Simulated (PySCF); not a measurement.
**C4H8 (isobutene) at revPBE/6-31G(d) (spherical functions)**

Aim: the energy change on altering one bond length of C4H8 (isobutene) at revPBE/6-31G* (spherical functions), from 2 runs. 

The results are computed with PySCF 2.14.0.

4 further runs of the same task are left out: 4 set aside as unsound or not needed. Runs told in other sessions of the task aren't counted.

**1. Starting point**

C4H8: 12 atoms, total charge 0, spin state singlet. As SMILES, `C=C(C)C`. The coordinates come from a GFN2-xTB relaxation.

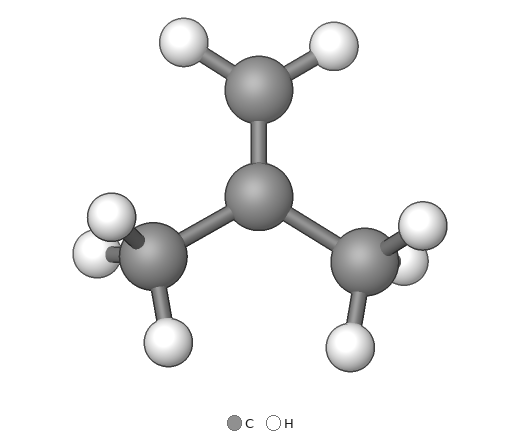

The structure, seen from a chosen angle (carbon grey, hydrogen white).

**2. The energy at revPBE/6-31G(d) (spherical functions)**

File job.py:

```python
from pyscf import gto, dft

molecule = gto.M(
    atom='''
C   -0.897590   1.187450  -0.263890
C   -0.109400   0.148820  -0.032560
C    0.186100  -0.304240   1.370920
C    0.515320  -0.619420  -1.165240
H   -1.120920   1.520010  -1.263300
H   -1.354680   1.743190   0.537140
H   -0.732760  -0.600390   1.874810
H    0.630330   0.506570   1.946890
H    0.870360  -1.148440   1.382230
H   -0.255610  -1.048820  -1.803670
H    1.122810   0.040790  -1.782470
H    1.146060  -1.425510  -0.800870
''',
    max_memory=1860,
    spin=0,
    basis='6-31g*',
    verbose=4,
)

ks = dft.RKS(molecule, xc='revpbe')
ks.grids.level = 5
ks.conv_tol = 1e-10
ks.kernel()
if not ks.converged:
    ks = ks.newton().run(ks.mo_coeff, ks.mo_occ)

energy = ks.e_tot
print('Final energy', energy)
```

Started as:

```console
$ OMP_NUM_THREADS=1 python job.py
```

Output:

```text
PySCF version 2.14.0

[INPUT] num. atoms = 12
[INPUT] num. electrons = 32
[INPUT] charge = 0
[INPUT] spin (= nelec alpha-beta = 2S) = 0
[INPUT] symmetry False subgroup None
[INPUT] Mole.unit = angstrom
[INPUT] Symbol           X                Y                Z      unit          X                Y                Z       unit  Magmom
[INPUT]  1 C     -0.897590000000   1.187450000000  -0.263890000000 AA   -1.696199272148   2.243955286615  -0.498679827011 Bohr   0.0
[INPUT]  2 C     -0.109400000000   0.148820000000  -0.032560000000 AA   -0.206736038027   0.281229041858  -0.061529482616 Bohr   0.0
[INPUT]  3 C      0.186100000000  -0.304240000000   1.370920000000 AA    0.351678031782  -0.574930276138   2.590663338689 Bohr   0.0
[INPUT]  4 C      0.515320000000  -0.619420000000  -1.165240000000 AA    0.973813666511  -1.170534156078  -2.201984469388 Bohr   0.0
[INPUT]  5 H     -1.120920000000   1.520010000000  -1.263300000000 AA   -2.118231807547   2.872402606600  -2.387291013163 Bohr   0.0
[INPUT]  6 H     -1.354680000000   1.743190000000   0.537140000000 AA   -2.559974186426   3.294151683081   1.015047490549 Bohr   0.0
[INPUT]  7 H     -0.732760000000  -0.600390000000   1.874810000000 AA   -1.384715715036  -1.134572667928   3.542877435596 Bohr   0.0
[INPUT]  8 H      0.630330000000   0.506570000000   1.946890000000 AA    1.191151068097   0.957278562921   3.679088894654 Bohr   0.0
[INPUT]  9 H      0.870360000000  -1.148440000000   1.382230000000 AA    1.644742029776  -2.170237070495   2.612036141158 Bohr   0.0
[INPUT] 10 H     -0.255610000000  -1.048820000000  -1.803670000000 AA   -0.483032894700  -1.981982553966  -3.408442319094 Bohr   0.0
[INPUT] 11 H      1.122810000000   0.040790000000  -1.782470000000 AA    2.121803389923   0.077081928621  -3.368380125253 Bohr   0.0
[INPUT] 12 H      1.146060000000  -1.425510000000  -0.800870000000 AA    2.165739522319  -2.693823487829  -1.513424961380 Bohr   0.0

nuclear repulsion = 120.128337455195
number of shells = 40
number of NR pGTOs = 140
number of NR cGTOs = 72
basis = 6-31g*
ecp = {}

******** <class 'pyscf.dft.rks.RKS'> ********
method = RKS
initial guess = minao
damping factor = 0
level_shift factor = 0
DIIS = <class 'pyscf.scf.diis.CDIIS'>
diis_start_cycle = 1
diis_space = 8
diis_damp = 0
SCF conv_tol = 1e-10
SCF conv_tol_grad = None
SCF max_cycles = 50
direct_scf = True
direct_scf_tol = 1e-13
XC library pyscf.dft.libxc version 7.0.0
    S. Lehtola, C. Steigemann, M. J.T. Oliveira, and M. A.L. Marques.,  SoftwareX 7, 1–5 (2018)
XC functionals = revpbe
    Y. Zhang and W. Yang.,  Phys. Rev. Lett. 80, 890 (1998)
    J. P. Perdew, K. Burke, and M. Ernzerhof.,  Phys. Rev. Lett. 77, 3865 (1996)
    J. P. Perdew, K. Burke, and M. Ernzerhof.,  Phys. Rev. Lett. 78, 1396 (1997)
radial grids:
    Treutler-Ahlrichs [JCP 102, 346 (1995); DOI:10.1063/1.469408] (M4) radial grids

becke partition: Becke, JCP 88, 2547 (1988); DOI:10.1063/1.454033
pruning grids: <function nwchem_prune>
grids dens level: 5
symmetrized grids: False
atomic radii adjust function: <function treutler_atomic_radii_adjust>
small_rho_cutoff = 0
Set gradient conv threshold to 1e-05
Initial guess from minao.
tot grids = 360232
init E= -157.229377509555
  HOMO = -0.297843618174496  LUMO = -0.0906276844523193  gap/eV = 5.63863
cycle= 1 E= -157.075856579457  delta_E= 0.154  |g|= 0.537  |ddm|= 2.94
  HOMO = -0.104107402293393  LUMO = 0.0713655588143807  gap/eV = 4.77486
cycle= 2 E= -157.009957010397  delta_E= 0.0659  |g|= 0.717  |ddm|=  1.5
  HOMO = -0.198520901653721  LUMO = -0.00568860338843447  gap/eV = 5.24723
cycle= 3 E= -157.157817607641  delta_E= -0.148  |g|= 0.0452  |ddm|= 0.935
  HOMO = -0.196773832124267  LUMO = -0.00498589425825946  gap/eV = 5.21882
cycle= 4 E= -157.157748975172  delta_E= 6.86e-05  |g|= 0.0499  |ddm|= 0.0888
  HOMO = -0.196534006984411  LUMO = -0.00393883444483523  gap/eV = 5.24078
cycle= 5 E= -157.158441661827  delta_E= -0.000693  |g|= 0.00368  |ddm|= 0.0478
  HOMO = -0.196808920955068  LUMO = -0.00432432169618613  gap/eV = 5.23777
cycle= 6 E= -157.15844478695  delta_E= -3.13e-06  |g|= 0.00121  |ddm|= 0.00572
  HOMO = -0.196668011863746  LUMO = -0.00420005543977542  gap/eV = 5.23732
cycle= 7 E= -157.158445146026  delta_E= -3.59e-07  |g|= 0.000272  |ddm|= 0.00132
  HOMO = -0.196695764449485  LUMO = -0.00421949327470239  gap/eV = 5.23755
cycle= 8 E= -157.158445165042  delta_E= -1.9e-08  |g|= 3.67e-05  |ddm|= 0.000352
  HOMO = -0.196696736943236  LUMO = -0.00422100654749524  gap/eV = 5.23753
cycle= 9 E= -157.15844516542  delta_E= -3.77e-10  |g|= 6.68e-06  |ddm|= 5.56e-05
  HOMO = -0.196697580559227  LUMO = -0.00422167394786221  gap/eV = 5.23754
cycle= 10 E= -157.158445165434  delta_E= -1.45e-11  |g|= 1.22e-06  |ddm|= 1.4e-05
  HOMO = -0.196697388634511  LUMO = -0.00422154199562197  gap/eV = 5.23753
Extra cycle  E= -157.158445165434  delta_E= 3.41e-13  |g|= 2.45e-06  |ddm|= 5.15e-06
converged SCF energy = -157.158445165434
Final energy -157.15844516543382
```

Run time: 18 s. Hardware: 1 thread of Arm Neoverse V1, shared host; peak memory 0.37 GiB.

**3. The distorted shape, same level**

File geometry.xyz:

```xyz
12

C     -1.085001     1.417916     0.075905
C     -0.296811     0.379286     0.307235
C     -0.001311    -0.073774     1.710715
C      0.515320    -0.619420    -1.165240
H     -1.308331     1.750476    -0.923505
H     -1.542091     1.973656     0.876935
H     -0.920171    -0.369924     2.214605
H      0.442919     0.737036     2.286685
H      0.682949    -0.917974     1.722025
H     -0.255610    -1.048820    -1.803670
H      1.122810     0.040790    -1.782470
H      1.146060    -1.425510    -0.800870
```

File input.py:

```python
from pyscf import gto, dft

mol = gto.Mole()
mol.atom = 'geometry.xyz'
mol.basis = '6-31g*'
mol.max_memory = 1860
mol.charge = 0
mol.verbose = 4
mol.build()

mf = dft.RKS(mol)
mf.xc = 'revpbe'
mf.grids.level = 5
mf.conv_tol = 1e-10
mf.kernel()
if not mf.converged:
    mf = mf.newton().run(mf.mo_coeff, mf.mo_occ)

etot = mf.e_tot
print('Final energy', etot)
```

Started as:

```console
$ OMP_NUM_THREADS=1 python input.py
```

Output:

```text
PySCF version 2.14.0

[INPUT] num. atoms = 12
[INPUT] num. electrons = 32
[INPUT] charge = 0
[INPUT] spin (= nelec alpha-beta = 2S) = 0
[INPUT] symmetry False subgroup None
[INPUT] Mole.unit = angstrom
[INPUT] Symbol           X                Y                Z      unit          X                Y                Z       unit  Magmom
[INPUT]  1 C     -1.085001000000   1.417916000000   0.075905000000 AA   -2.050354734879   2.679472907639   0.143439661485 Bohr   0.0
[INPUT]  2 C     -0.296811000000   0.379286000000   0.307235000000 AA   -0.560891500758   0.716746662882   0.580590005881 Bohr   0.0
[INPUT]  3 C     -0.001311000000  -0.073774000000   1.710715000000 AA   -0.002477430949  -0.139412655114   3.232782827185 Bohr   0.0
[INPUT]  4 C      0.515320000000  -0.619420000000  -1.165240000000 AA    0.973813666511  -1.170534156078  -2.201984469388 Bohr   0.0
[INPUT]  5 H     -1.308331000000   1.750476000000  -0.923505000000 AA   -2.472387270278   3.307920227624  -1.745171524666 Bohr   0.0
[INPUT]  6 H     -1.542091000000   1.973656000000   0.876935000000 AA   -2.914129649157   3.729669304105   1.657166979045 Bohr   0.0
[INPUT]  7 H     -0.920171000000  -0.369924000000   2.214605000000 AA   -1.738871177767  -0.699055046904   4.184996924092 Bohr   0.0
[INPUT]  8 H      0.442919000000   0.737036000000   2.286685000000 AA    0.836995605366   1.392796183945   4.321208383151 Bohr   0.0
[INPUT]  9 H      0.682949000000  -0.917974000000   1.722025000000 AA    1.290586567046  -1.734719449471   3.254155629654 Bohr   0.0
[INPUT] 10 H     -0.255610000000  -1.048820000000  -1.803670000000 AA   -0.483032894700  -1.981982553966  -3.408442319094 Bohr   0.0
[INPUT] 11 H      1.122810000000   0.040790000000  -1.782470000000 AA    2.121803389923   0.077081928621  -3.368380125253 Bohr   0.0
[INPUT] 12 H      1.146060000000  -1.425510000000  -0.800870000000 AA    2.165739522319  -2.693823487829  -1.513424961380 Bohr   0.0

nuclear repulsion = 112.8797630827
number of shells = 40
number of NR pGTOs = 140
number of NR cGTOs = 72
basis = 6-31g*
ecp = {}

******** <class 'pyscf.dft.rks.RKS'> ********
method = RKS
initial guess = minao
damping factor = 0
level_shift factor = 0
DIIS = <class 'pyscf.scf.diis.CDIIS'>
diis_start_cycle = 1
diis_space = 8
diis_damp = 0
SCF conv_tol = 1e-10
SCF conv_tol_grad = None
SCF max_cycles = 50
direct_scf = True
direct_scf_tol = 1e-13
XC library pyscf.dft.libxc version 7.0.0
    S. Lehtola, C. Steigemann, M. J.T. Oliveira, and M. A.L. Marques.,  SoftwareX 7, 1–5 (2018)
XC functionals = revpbe
    Y. Zhang and W. Yang.,  Phys. Rev. Lett. 80, 890 (1998)
    J. P. Perdew, K. Burke, and M. Ernzerhof.,  Phys. Rev. Lett. 77, 3865 (1996)
    J. P. Perdew, K. Burke, and M. Ernzerhof.,  Phys. Rev. Lett. 78, 1396 (1997)
radial grids:
    Treutler-Ahlrichs [JCP 102, 346 (1995); DOI:10.1063/1.469408] (M4) radial grids

becke partition: Becke, JCP 88, 2547 (1988); DOI:10.1063/1.454033
pruning grids: <function nwchem_prune>
grids dens level: 5
symmetrized grids: False
atomic radii adjust function: <function treutler_atomic_radii_adjust>
small_rho_cutoff = 0
Set gradient conv threshold to 1e-05
Initial guess from minao.
tot grids = 360232
init E= -156.984114428383
  HOMO = -0.301094593623249  LUMO = -0.0809713084587096  gap/eV = 5.98986
cycle= 1 E= -157.042808566261  delta_E= -0.0587  |g|= 0.503  |ddm|= 2.88
  HOMO = -0.132688167100214  LUMO = 0.0614983422953186  gap/eV = 5.28408
cycle= 2 E= -156.976211741321  delta_E= 0.0666  |g|= 0.696  |ddm|= 1.26
  HOMO = -0.202459986214691  LUMO = 0.00487843417449252  gap/eV = 5.64197
cycle= 3 E= -157.105321362498  delta_E= -0.129  |g|= 0.174  |ddm|= 0.762
  HOMO = -0.208660788200905  LUMO = -0.00362790861655027  gap/eV = 5.57923
cycle= 4 E= -157.113851553321  delta_E= -0.00853  |g|= 0.0243  |ddm|= 0.173
  HOMO = -0.207544417663908  LUMO = -0.00214023488785564  gap/eV = 5.58933
cycle= 5 E= -157.114006012196  delta_E= -0.000154  |g|= 0.00554  |ddm|= 0.0289
  HOMO = -0.207375200713406  LUMO = -0.0020868830035079  gap/eV = 5.58618
cycle= 6 E= -157.114012184462  delta_E= -6.17e-06  |g|= 0.00271  |ddm|= 0.00743
  HOMO = -0.207391033825641  LUMO = -0.00213191058146567  gap/eV = 5.58539
cycle= 7 E= -157.114014111897  delta_E= -1.93e-06  |g|= 0.000575  |ddm|= 0.00289
  HOMO = -0.207456435827128  LUMO = -0.00218394904134689  gap/eV = 5.58575
cycle= 8 E= -157.114014194009  delta_E= -8.21e-08  |g|= 0.000213  |ddm|= 0.00075
  HOMO = -0.207431703723679  LUMO = -0.00216068320209883  gap/eV = 5.58571
cycle= 9 E= -157.114014207663  delta_E= -1.37e-08  |g|= 1.72e-05  |ddm|= 0.000241
  HOMO = -0.207433732214859  LUMO = -0.00216295191049021  gap/eV = 5.58570
cycle= 10 E= -157.114014207771  delta_E= -1.08e-10  |g|= 2.96e-06  |ddm|= 2.82e-05
  HOMO = -0.207433702474668  LUMO = -0.00216285398122773  gap/eV = 5.58570
cycle= 11 E= -157.114014207773  delta_E= -2.44e-12  |g|= 5.14e-07  |ddm|= 4.64e-06
  HOMO = -0.20743355639864  LUMO = -0.00216273678726608  gap/eV = 5.58570
Extra cycle  E= -157.114014207774  delta_E= -6.82e-13  |g|= 5.52e-07  |ddm|= 1.46e-06
converged SCF energy = -157.114014207774
Final energy -157.11401420777383
```

It took 19 s on 1 thread of Arm Neoverse V1, shared host; peak memory 0.36 GiB.

**4. What came out**

Level: revPBE/6-31G* (spherical functions).

| quantity | value |
| --- | --- |
| first shape: total energy | -157.15845 Eh |
| first shape: dipole moment | 0.48 D |
| first shape: HOMO energy | -5.35 eV |
| first shape: LUMO energy | -0.11 eV |
| first shape: HOMO–LUMO gap | 5.24 eV |
| distorted shape: total energy | -157.11401 Eh |
| distorted shape: dipole moment | 0.40 D |
| distorted shape: HOMO energy | -5.64 eV |
| distorted shape: LUMO energy | -0.06 eV |
| distorted shape: HOMO–LUMO gap | 5.59 eV |
| energy change with the C2–C4 bond stretched from 1.504 to 1.956 Å | 1.209 eV |

What this shows: With the C2–C4 bond stretched from 1.504 to 1.956 Å the energy rises by 1.21 eV (117 kJ/mol). The first shape isn't relaxed at this level, so the change isn't measured from a minimum. Mulliken charges (distorted shape) run from -0.55 on C3 to +0.18 on H7; they depend strongly on the basis.
